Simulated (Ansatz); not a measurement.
## Electronic structure of AlH8NO3Si in real space

The calculation's input:

```
crystal:
  periodic: [false, false, false]
  atoms:
    - {symbol: Al, position_ang: [0.537935, 0.013775, 0.644891]}
    - {symbol: "N", position_ang: [-0.572713, 1.050892, 1.953601]}
    - {symbol: O, position_ang: [1.129877, -1.257328, 1.648148]}
    - {symbol: O, position_ang: [1.586444, 1.337584, 0.288960]}
    - {symbol: O, position_ang: [-0.639442, -0.443473, -0.535844]}
    - {symbol: Si, position_ang: [-1.442239, -0.604235, -1.945057]}
    - {symbol: H, position_ang: [-0.185478, 1.994858, 1.996183]}
    - {symbol: H, position_ang: [-0.504933, 0.624466, 2.878027]}
    - {symbol: H, position_ang: [-1.555059, 1.104187, 1.686093]}
    - {symbol: H, position_ang: [1.062478, -2.180239, 1.403156]}
    - {symbol: H, position_ang: [2.443879, 1.231308, -0.122898]}
    - {symbol: H, position_ang: [-0.665898, -0.063435, -3.108129]}
    - {symbol: H, position_ang: [-1.747021, -2.042945, -2.233852]}
    - {symbol: H, position_ang: [-2.751567, 0.128646, -1.898847]}
basis:
  gaussian: {orbitals: def2-SVPD}
hamiltonian: {xc: {name: PBE0}}
output: {forces: true, orbitals: {seedname: orbitals}}
```

Run with:

```sh
ansatz run input.yaml --threads 2 --pin off --max-ram 6090MiB --events-out events.jsonl --progress --plain --runs-dir runs
```

Geometry: PBE0-D4/def2-SVP.

The calculation used Ansatz, isolated molecule in a Gaussian basis; Kohn-Sham density functional theory, functional PBE0.

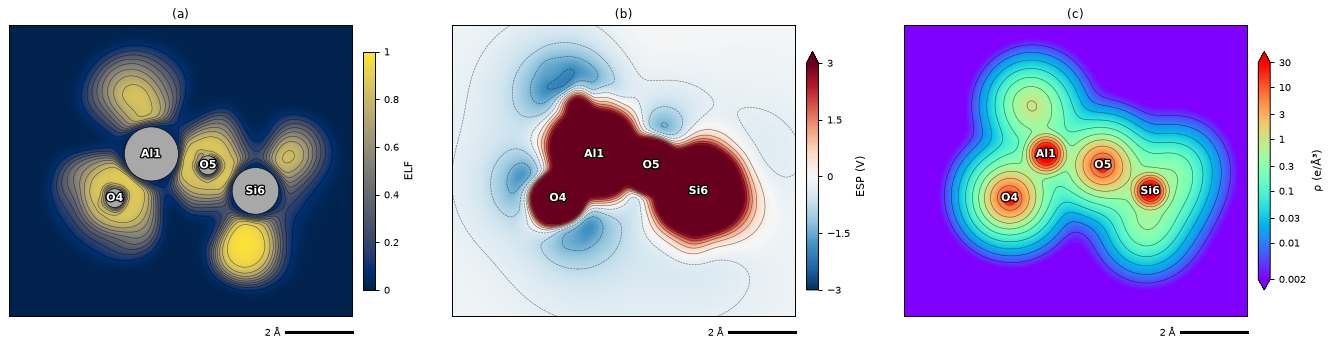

Figure 1. (a) ELF; (b) electrostatic potential; (c) total electron density on the plane of atoms O4, Al1 and O5. Grey discs cover the atomic cores in the ELF map.

**What does the map show?**

- The plane passes through Al, O and Si nuclei.
- Si–O (1.63 Å): ρ is about 1.1 e/Å³ halfway; the ELF peaks at about 0.85 between the atoms; a polar covalent bond.
- Al–O (1.73 Å): ρ at the midpoint is about 0.81 e/Å³; the ELF peaks at about 0.90 in the valence shell of O, 0.6 Å from its nucleus, and is about 0.45 at the midpoint.
- The ELF also peaks beside O4, O5 and O3, away from the bonds: lone-pair regions.
- Outside the dense part of the molecule the potential is most negative (−2.1 V) near O3, which lies off the plane.

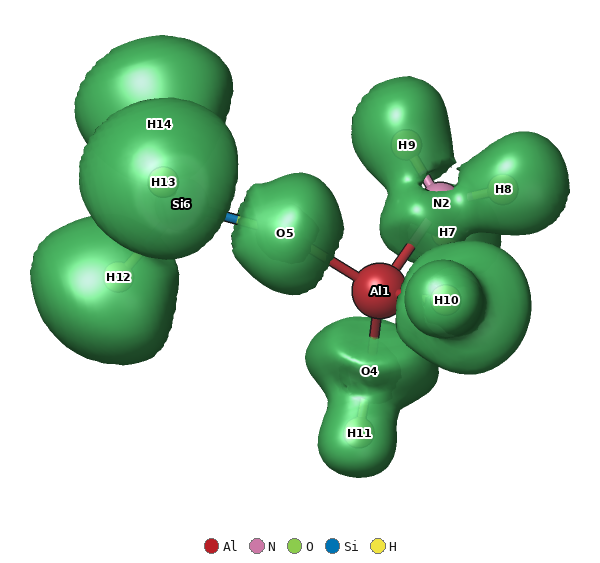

Figure 2. Isosurface of the electron localisation function at 0.75 (green), seen at a tilt. Only the valence region is drawn (cores and ρ < 0.01 e/Å³ removed).

**Where are the electrons localised?**

At this value the surface marks out three regions around hydrogen nuclei, one region wrapped around O (its valence shell), one joined region spread over several atoms (H, N), in which their bonds and any lone pairs are merged and two joined regions spread over several atoms (H, O), in which their bonds and any lone pairs are merged. Along the contacts the grid gives the following. Al–O (1.72 Å): the ELF peaks at about 0.90 in the valence shell of O, 0.6 Å from its nucleus, and is about 0.40 at the midpoint.

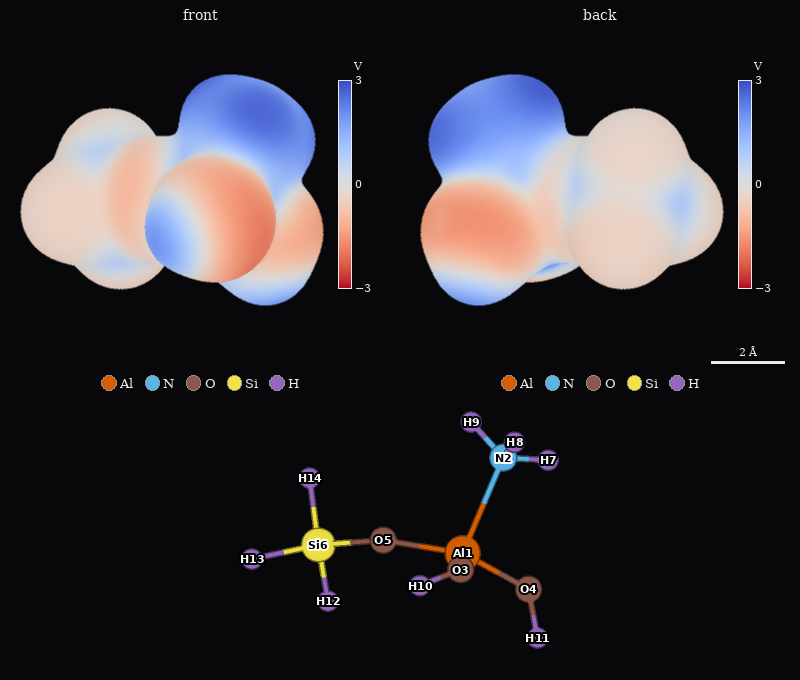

Figure 3. The molecular electrostatic potential painted on the density surface at 0.002 e/bohr³, seen from the front and from behind; the colour scale runs from red (negative) to blue (positive). The bare structure is drawn below in the same view.

**Describe the electrostatic potential map.**

The most negative region (about −1.8 V) lies over O3, the most positive (about +2.7 V) over H8 and H9. O3 is the likeliest acceptor of a hydrogen bond.

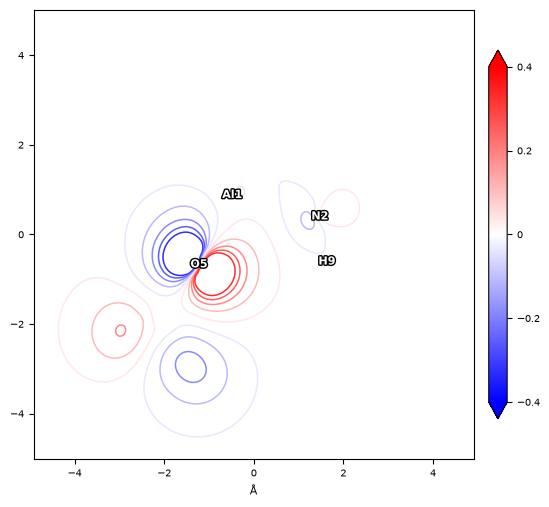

Figure 4. The HOMO−1 on the plane of atoms Al1, N2 and H9 (values in Å⁻³ᐟ²; the overall sign is arbitrary).

**Where does this orbital lie, and at what energy?**

Its weight (Hirshfeld) is mainly on O5 (about 35 %), Si6 (about 20 %), H14 (about 20 %) and H12 (about 5 %). Its energy is −8.10 eV.
